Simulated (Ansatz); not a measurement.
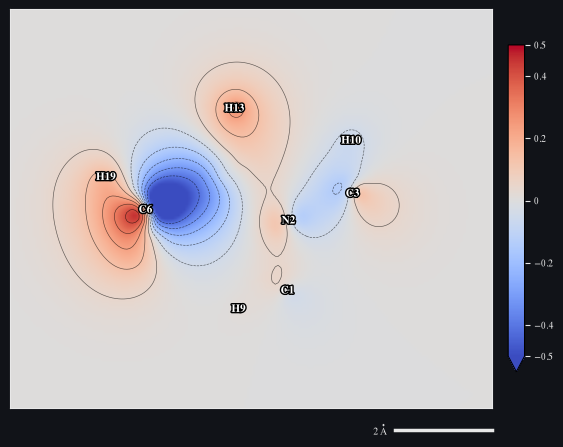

The picture shows: C$_{4}$H$_{13}$NSi (SMILES CN(C)[SiH](C)C). The HOMO−1 on the plane of atoms C1, N2 and C3 (values in Å⁻³ᐟ²; the overall sign is arbitrary).

Geometry: PBE0-D4/def2-TZVP.

Level of theory: Ansatz, RKS PBE0-D4/def2-TZVPP.

```xyz
19

C     0.3685   -1.6455    0.8553
N     0.8404   -0.4710    0.1683
C     1.9529   -0.7361   -0.7079
Si   -0.1674    0.9063   -0.0946
C    -1.3904    0.7075   -1.5028
C    -1.0995    1.3157    1.4726
H     1.1748   -2.0968    1.4483
H    -0.0035   -2.4222    0.1680
H    -0.4409   -1.3938    1.5435
H     2.3031    0.1901   -1.1697
H     1.7027   -1.4427   -1.5154
H     2.7934   -1.1667   -0.1478
H     0.7643    2.0153   -0.4536
H    -0.8780    0.4764   -2.4403
H    -2.0984   -0.1011   -1.2994
H    -1.9661    1.6253   -1.6551
H    -0.4232    1.3985    2.3262
H    -1.8582    0.5643    1.7060
H    -1.6162    2.2722    1.3551
```

Question: What is the character of this orbital?

Answer: By Hirshfeld shares it lies mainly on C6 (about 35 %), Si4 (about 25 %) and C5 (about 15 %). Its energy is −8.65 eV.
